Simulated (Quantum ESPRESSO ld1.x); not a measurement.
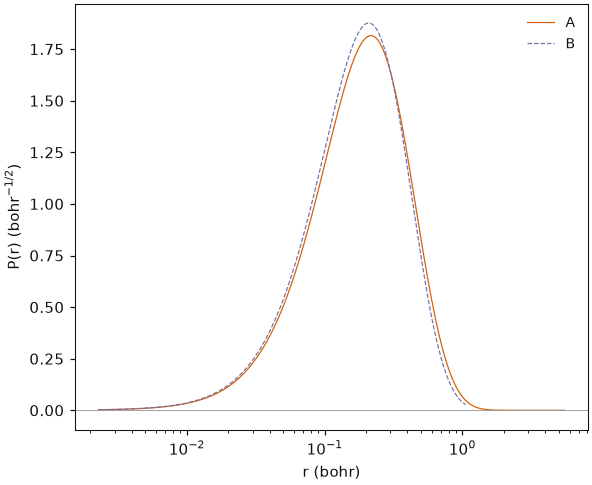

Two charge states of titanium were computed: Ti¹⁴⁺ in [He] 2s2 2p4 (open shells shared over both j by 2j + 1); Ti⁹⁺ in [Ne] 3s2 3p1 (open shells shared over both j by 2j + 1). Level of theory: Dirac Kohn-Sham, PBEsol, spin-unpolarised, spherical densities, point nucleus. Computed with Quantum ESPRESSO ld1.x 7.5.

The plot shows P(r) = r R(r) of the 2p1/2 orbital in both runs (large components where relativistic).

Q: Which curve belongs to which run?

Answer: A is Ti⁹⁺ in [Ne] 3s2 3p1 (open shells shared over both j by 2j + 1) (⟨r⟩ = 0.285 bohr, eigenvalue −650.2 eV); B is Ti¹⁴⁺ in [He] 2s2 2p4 (open shells shared over both j by 2j + 1) (⟨r⟩ = 0.269 bohr, eigenvalue −915.7 eV). Fewer electrons screen less, so the orbital shrinks.
